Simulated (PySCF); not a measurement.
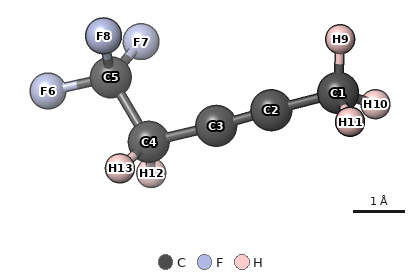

Figure 1. The input geometry of run 1 (ball-and-stick view, seen at a tilt; atoms are numbered from 1 in the order of the input). Bond lengths as drawn: C–C 1.20 to 1.52 Å, C–F 1.34 to 1.35 Å and C–H 1.09 Å.

## Two runs on C5H5F3

System: C5H5F3.
Method of run 1: GIAO PBE0/pcSseg-1 NMR shielding, non-relativistic, gas phase (PySCF 2.14.0).

The geometry comes from this level: GFN2-xTB. Text and figures count atoms from 1; the logs count them from 0 in places.

## Input file, run 1
```
{"job": {"kind": "nmr", "xc": "PBE0", "basis": "pcSseg-1", "pop": false}, "charge": 0, "multiplicity": 1}
C      2.578107     0.390748     0.893094
C      1.317618     0.116702     0.245130
C      0.284786    -0.116837    -0.314741
C     -0.996983    -0.384405    -0.941622
C     -2.129846    -0.119798     0.037024
F     -3.328634    -0.364226    -0.523167
F     -2.164072     1.151077     0.459930
F     -2.059991    -0.890125     1.131169
H      2.428581     0.460501     1.969683
H      2.986822     1.332547     0.529125
H      3.286358    -0.409934     0.683769
H     -1.144469     0.263930    -1.809716
H     -1.062666    -1.429694    -1.255997
```

The first line tells a small driver script what to run in PySCF; the rest is the geometry in Å.

Launched with:
```bash
OMP_NUM_THREADS=1 python <driver script> task.json out
```

Hardware: 1 CPU thread, shared host.

## Output (run 1)
```
coarse grid: 11792 points
cycle   1  E = -492.2489725897  dE =  1.248e+00  |g| = 9.133e-01  |ddm| = 3.700e+00
cycle   2  E = -492.1140162848  dE =  1.350e-01  |g| = 1.338e+00  |ddm| = 1.404e+00
cycle   3  E = -492.3946045056  dE = -2.806e-01  |g| = 1.193e-01  |ddm| = 7.808e-01
cycle   4  E = -492.3960110007  dE = -1.406e-03  |g| = 9.083e-02  |ddm| = 1.603e-01
cycle   5  E = -492.3978988274  dE = -1.888e-03  |g| = 2.177e-02  |ddm| = 7.045e-02
cycle   6  E = -492.3980086054  dE = -1.098e-04  |g| = 2.820e-03  |ddm| = 2.151e-02
cycle   7  E = -492.3980103769  dE = -1.772e-06  |g| = 4.799e-04  |ddm| = 3.028e-03
final grid: 117712 points
cycle   8  E = -492.4653341529  dE = -4.397e-05  |g| = 7.248e-03  |ddm| = 4.182e-02
cycle   9  E = -492.4653305694  dE =  3.583e-06  |g| = 8.989e-03  |ddm| = 1.371e-02
cycle  10  E = -492.4653455167  dE = -1.495e-05  |g| = 8.870e-04  |ddm| = 6.448e-03
cycle  11  E = -492.4653456578  dE = -1.411e-07  |g| = 1.922e-04  |ddm| = 8.563e-04
cycle  12  E = -492.4653456627  dE = -4.866e-09  |g| = 9.211e-05  |ddm| = 1.541e-04
cycle  13  E = -492.4653456645  dE = -1.808e-09  |g| = 3.310e-05  |ddm| = 8.568e-05
cycle  14  E = -492.4653456647  dE = -2.503e-10  |g| = 6.135e-06  |ddm| = 2.535e-05
converged SCF energy = -492.4653456647

GIAO shielding tensors (ppm)
atom      isotropic    diamagn.    paramagn.     s11        s22        s33       span
  0 C      182.436     253.757     -71.321    174.793    175.058    197.455     22.662
  1 C       98.208     265.257    -167.048      7.637     15.682    271.306    263.668
  2 C      112.015     265.084    -153.069     30.227     30.881    274.937    244.710
  3 C      157.463     252.145     -94.682    141.963    153.473    176.952     34.989
  4 C       52.362     243.259    -190.897     50.277     52.336     54.474      4.197
  5 F      249.835     469.207    -219.372    163.501    243.557    342.446    178.944
  6 F      252.832     475.791    -222.959    169.160    250.838    338.497    169.337
  7 F      252.774     475.692    -222.918    169.096    250.823    338.404    169.308
  8 H       29.652      29.754      -0.102     24.368     28.254     36.334     11.966
  9 H       29.683      28.716       0.967     24.484     27.878     36.688     12.204
 10 H       29.701      28.232       1.469     24.508     27.807     36.786     12.278
 11 H       28.705      28.816      -0.110     23.965     28.221     33.930      9.965
 12 H       28.703      28.724      -0.021     23.957     28.223     33.927      9.970
```

The input of run 2 differs as follows (lines with − go, lines with + come):
```diff
-"xc": "PBE0"
-"basis": "pcSseg-1"
+"xc": "KT2"
+"basis": "ANO-RCC-VDZP"
+"scf": {"damp": 0.2
+"guess": "sap"}
```

What does this change do to the results?

The total energies belong to different models, so their difference says nothing on which is more stable or more accurate. The HOMO goes from −7.73 to −6.33 eV. The LUMO goes from 0.99 to −0.26 eV. The dipole moment goes from 2.56 to 2.73 D. Of all shieldings, the largest change is that of C2, by +19.0 ppm. The functional changes from PBE0 to KT2. The SCF takes 25 iterations against 14. The basis functions go from 161 to 137.

## Output (run 2)
```
damping 0.20 in the first 6 cycles
final grid: 117712 points
cycle   1  E = -493.9247494424  dE =  4.352e+00  |g| = 4.303e+00  |ddm| = 1.210e+01
cycle   2  E = -477.6692464548  dE =  1.626e+01  |g| = 9.090e+00  |ddm| = 1.415e+01
cycle   3  E = -415.1649585042  dE =  6.250e+01  |g| = 1.177e+01  |ddm| = 1.532e+01
cycle   4  E = -420.4558083176  dE = -5.291e+00  |g| = 1.383e+01  |ddm| = 1.674e+01
cycle   5  E = -298.2639731730  dE =  1.222e+02  |g| = 1.590e+01  |ddm| = 2.303e+01
cycle   6  E = -279.2011464913  dE =  1.906e+01  |g| = 1.539e+01  |ddm| = 2.588e+01
cycle   7  E = -90.6963206700  dE =  1.885e+02  |g| = 1.945e+01  |ddm| = 9.658e+01
cycle   8  E = -413.6344168248  dE = -3.229e+02  |g| = 1.170e+01  |ddm| = 9.985e+01
cycle   9  E = -399.9270975743  dE =  1.371e+01  |g| = 1.307e+01  |ddm| = 3.955e+01
cycle  10  E = -486.5703975980  dE = -8.664e+01  |g| = 5.851e+00  |ddm| = 1.542e+01
cycle  11  E = -483.4945429819  dE =  3.076e+00  |g| = 6.493e+00  |ddm| = 1.494e+01
cycle  12  E = -494.3410742626  dE = -1.085e+01  |g| = 4.187e+00  |ddm| = 1.348e+01
cycle  13  E = -499.7206907829  dE = -5.380e+00  |g| = 1.680e+00  |ddm| = 9.527e+00
cycle  14  E = -500.2696021318  dE = -5.489e-01  |g| = 9.700e-01  |ddm| = 2.096e+00
cycle  15  E = -500.3134857081  dE = -4.388e-02  |g| = 8.072e-01  |ddm| = 1.370e+00
cycle  16  E = -500.4742203609  dE = -1.607e-01  |g| = 1.907e-01  |ddm| = 8.674e-01
cycle  17  E = -500.4795357759  dE = -5.315e-03  |g| = 1.276e-01  |ddm| = 2.601e-01
cycle  18  E = -500.4834827160  dE = -3.947e-03  |g| = 2.060e-02  |ddm| = 1.201e-01
cycle  19  E = -500.4835325769  dE = -4.986e-05  |g| = 1.550e-02  |ddm| = 2.855e-02
cycle  20  E = -500.4835777240  dE = -4.515e-05  |g| = 2.377e-03  |ddm| = 1.217e-02
cycle  21  E = -500.4835789371  dE = -1.213e-06  |g| = 5.354e-04  |ddm| = 2.472e-03
cycle  22  E = -500.4835789951  dE = -5.800e-08  |g| = 1.531e-04  |ddm| = 5.206e-04
cycle  23  E = -500.4835789987  dE = -3.622e-09  |g| = 7.757e-05  |ddm| = 1.979e-04
cycle  24  E = -500.4835789998  dE = -1.110e-09  |g| = 4.117e-05  |ddm| = 9.437e-05
cycle  25  E = -500.4835790001  dE = -3.322e-10  |g| = 1.253e-05  |ddm| = 3.689e-05
converged SCF energy = -500.4835790001

GIAO shielding tensors (ppm)
atom      isotropic    diamagn.    paramagn.     s11        s22        s33       span
  0 C      187.544     245.881     -58.337    180.885    181.060    200.687     19.801
  1 C      117.205     265.335    -148.130     37.005     45.688    268.923    231.918
  2 C      130.354     265.847    -135.492     59.813     60.196    271.054    211.241
  3 C      162.003     250.709     -88.706    146.122    159.567    180.320     34.198
  4 C       53.132     244.827    -191.695     51.203     53.374     54.819      3.616
  5 F      244.839     466.698    -221.860    162.232    237.075    335.208    172.976
  6 F      249.469     474.591    -225.121    170.418    244.430    333.561    163.142
  7 F      249.401     474.434    -225.034    170.260    244.310    333.631    163.371
  8 H       29.713      30.786      -1.073     24.626     28.588     35.927     11.301
  9 H       29.729      29.928      -0.199     24.653     28.276     36.257     11.605
 10 H       29.736      29.497       0.239     24.671     28.221     36.315     11.644
 11 H       28.517      31.371      -2.853     23.912     28.411     33.229      9.318
 12 H       28.518      31.262      -2.743     23.917     28.410     33.228      9.311
```

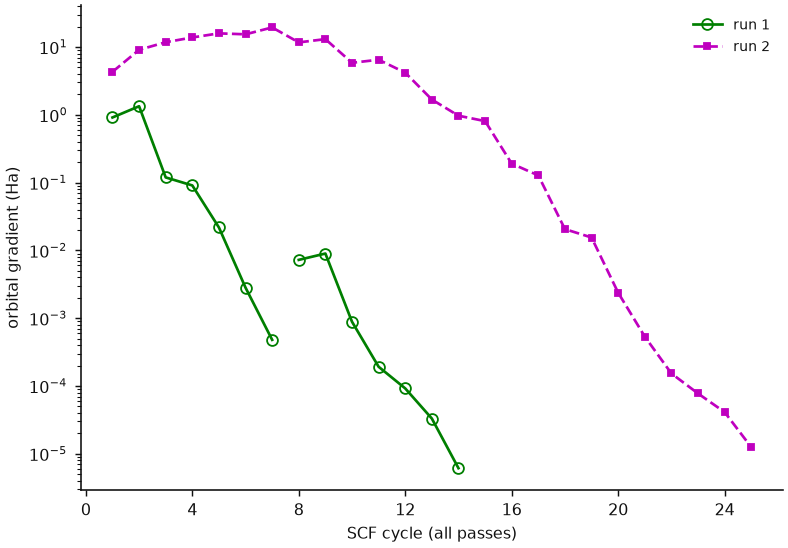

Figure 2. Convergence of the two runs: orbital gradient against the SCF cycle. A break in a curve parts two SCF passes (coarse and final grid). Run 1 takes 14 cycles in all, and run 2 takes 25.

## The two runs side by side

| quantity | run 1 | run 2 |
| --- | --- | --- |
| outcome | converged | converged |
| total energy (hartree) | −492.465346 | −500.483579 |
| HOMO (eV) | −7.73 | −6.33 |
| LUMO (eV) | 0.99 | −0.26 |
| dipole moment (D) | 2.56 | 2.73 |
| shielding of C1 (ppm) | 182.4 | 187.5 |
| shielding of C2 (ppm) | 98.2 | 117.2 |
| shielding of C3 (ppm) | 112.0 | 130.4 |
| shielding of C4 (ppm) | 157.5 | 162.0 |
| shielding of F6 (ppm) | 249.8 | 244.8 |
| shielding of F7 (ppm) | 252.8 | 249.5 |
| shielding of F8 (ppm) | 252.8 | 249.4 |
| SCF iterations | 14 | 25 |
| basis functions | 161 | 137 |
| wall time (shared host) | 20 s | 2.3 min |
